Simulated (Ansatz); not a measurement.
Response to strain in BN

Base system: BN in the zinc blende structure (space group F-43m, No. 216; a = 3.624 Å).

Strains are applied to the cell and any free atomic positions relax.

Calculations: PBE (Ansatz, an electronic-structure program), no spin-orbit coupling, earlier PAW set.

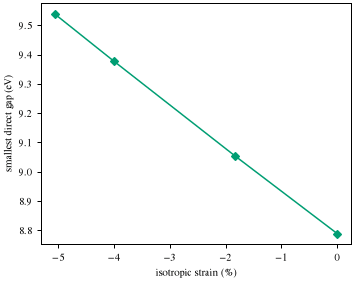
*Smallest direct gap against isotropic strain*

```json
[
 {"isotropic strain (%)": "-5.06", "smallest direct gap": "9.54 eV"},
 {"isotropic strain (%)": "-4", "smallest direct gap": "9.38 eV"},
 {"isotropic strain (%)": "-1.83", "smallest direct gap": "9.05 eV"}
]
```

Whether these cells are dynamically stable was not tested.
